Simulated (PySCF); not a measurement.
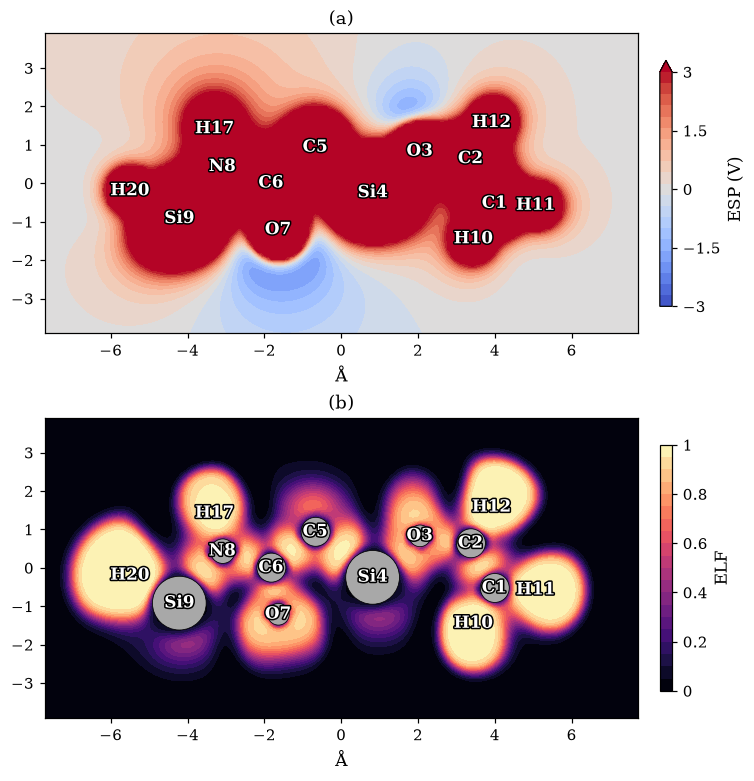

C$_{4}$H$_{11}$NO$_{2}$Si$_{2}$. (a) molecular electrostatic potential; (b) ELF on the plane of atoms C5, C6 and N8. Grey discs cover the atomic cores in the ELF map.

Geometry: GFN2-xTB.

Method: PySCF 2.14.0, PBE0/pcSseg-1, SCF density, gas phase, non-relativistic.

```yaml
atoms:
  - { symbol: C, position_ang: [-4.1457, -0.8644, -0.8112] }
  - { symbol: C, position_ang: [-3.6961, 0.2857, -0.3442] }
  - { symbol: O, position_ang: [-2.4141, 0.6051, -0.1166] }
  - { symbol: Si, position_ang: [-1.0417, -0.2604, -0.3558] }
  - { symbol: C, position_ang: [0.2515, 0.9827, 0.2661] }
  - { symbol: C, position_ang: [1.5218, 0.2427, 0.0740] }
  - { symbol: O, position_ang: [1.5162, -0.8893, -0.4014] }
  - { symbol: N, position_ang: [2.7090, 0.7622, 0.4045] }
  - { symbol: Si, position_ang: [4.0170, -0.3670, 0.0581] }
  - { symbol: H, position_ang: [-3.4745, -1.6670, -1.0544] }
  - { symbol: H, position_ang: [-5.1964, -1.0258, -0.9600] }
  - { symbol: H, position_ang: [-4.3653, 1.1018, -0.0937] }
  - { symbol: H, position_ang: [-0.8780, -0.5443, -1.7789] }
  - { symbol: H, position_ang: [-1.0618, -1.4681, 0.4649] }
  - { symbol: H, position_ang: [0.1315, 1.2537, 1.3148] }
  - { symbol: H, position_ang: [0.2735, 1.9135, -0.3000] }
  - { symbol: H, position_ang: [2.7666, 1.6851, 0.8011] }
  - { symbol: H, position_ang: [3.8459, -1.5519, 0.8851] }
  - { symbol: H, position_ang: [4.0629, -0.6067, -1.3762] }
  - { symbol: H, position_ang: [5.1727, 0.4230, 0.5015] }
```

**Interpret the plot.**

- Atoms in the plane: C, O, Si, N and H.
- C–O (1.23 Å): the ELF peaks at about 0.85 between the atoms (a short, multiple covalent bond).
- C–C (1.32 Å): the ELF peaks at about 0.90 between the atoms (a short, multiple covalent bond).
- C–N (1.34 Å): the ELF peaks at about 0.90 between the atoms; a covalent bond.
- Si–O (1.64 Å): the ELF peaks at about 0.85 between the atoms, as expected for a polar covalent bond.
- Si–N (1.76 Å): the ELF peaks at about 0.95 between the atoms (a shared but strongly polarised pair).
- The ELF also peaks beside O3, away from the bonds: lone-pair regions.
- Outside the dense part of the molecule the potential is most negative (−1.8 V) near O7.
